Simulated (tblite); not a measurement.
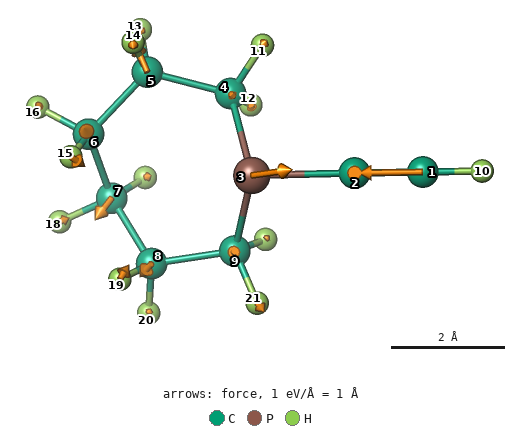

Starting geometry of C8H13P with the computed forces as orange arrows. A ball-and-stick model, seen at a tilt.

Theory: tblite 0.8.0, GFN2-xTB geometry optimisation, gas phase. 

> Is this structure relaxed? If not, where do the atoms go?

It isn't relaxed: the largest force vector, on a C atom, is 1.16 eV/Å. The final displacements have little in common with the starting forces (cosine between the two patterns 0.17). The atom that moves furthest after the best rigid fit is an H atom (0.49 Å). By element the largest moves are H 0.49 Å, C 0.19 Å, P 0.11 Å. Near-neighbour distances that change, for instance: C–P 1.822 → 1.769 Å, C–P 1.850 → 1.869 Å, C–C 1.540 → 1.530 Å, C–C 1.212 → 1.203 Å. Among the angles between lasting bonds that change: C–C–C 118.8° → 113.5°, C–C–P 178.7° → 174.0°, C–P–C 98.7° → 95.4°. Over 83 geometry steps the energy falls by 0.170 eV. The run took 1.1 s on 1 thread of Intel(R) Xeon(R) Platinum 8259CL CPU @ 2.50GHz (shared host).
